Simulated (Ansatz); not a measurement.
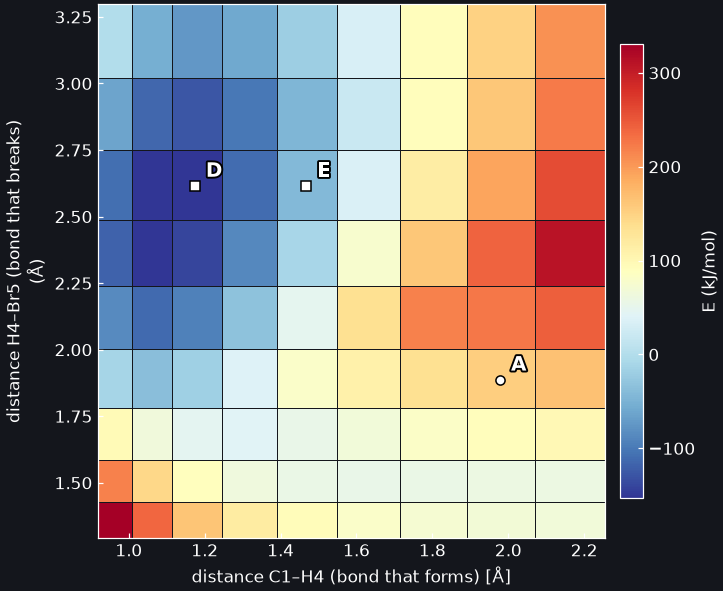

The reacting system CHBrF₂ (fragments CF₂ + BrH where the first distance is long, CHBrF₂ where the second is long). Coordinates scanned: (1) distance C1–H4 (bond that forms); (2) distance H4–Br5 (bond that breaks). Relaxed at each point: all other coordinates. The grid has 9 × 9 points. Points are written as (first, second). Energies: kJ/mol, counted from a guessed transition structure relaxed with its forming and breaking bonds held. Energies and slopes of some neighbouring points disagree (a jump in structure or state, or too coarse a mesh). The reference is spin-restricted, so regions where a bond is pulled apart into radicals lie too high. Method: RKS r2SCAN-D4/def2-SVP in Ansatz.

In the figure: one coloured cell a grid point, lettered points.

Is E the lowest point of the computed grid?

No. E lies 110 kJ/mol above the lowest grid point, which is at (1.175 Å, 2.615 Å).

Rank the lettered points by energy, lowest first.

D (−153 kJ/mol), E (−43 kJ/mol), A (155 kJ/mol).
